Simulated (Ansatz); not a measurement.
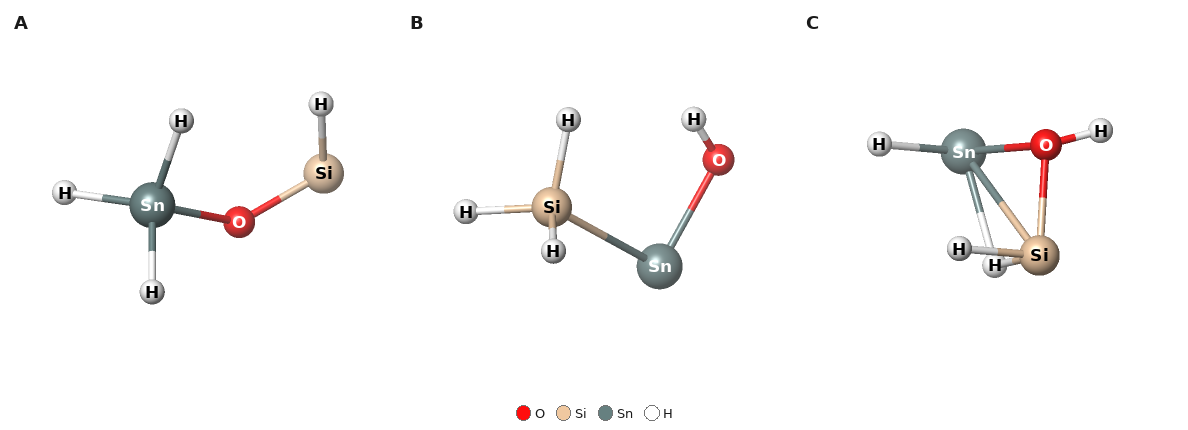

3 stationary structures of one formula. Geometries: PBE-D4/def2-SVP. Electronic energies: PBE-D4/def2-SVP (Ansatz 0.2.0), without zero-point energy. No frequency run is at hand to confirm each as a minimum. Each is one conformer, not always the lowest.

**Which is lowest in energy, and by how much?**

B is lowest (Cs); C lies 0.523 eV above it (C1), A lies 1.179 eV above it (Cs).
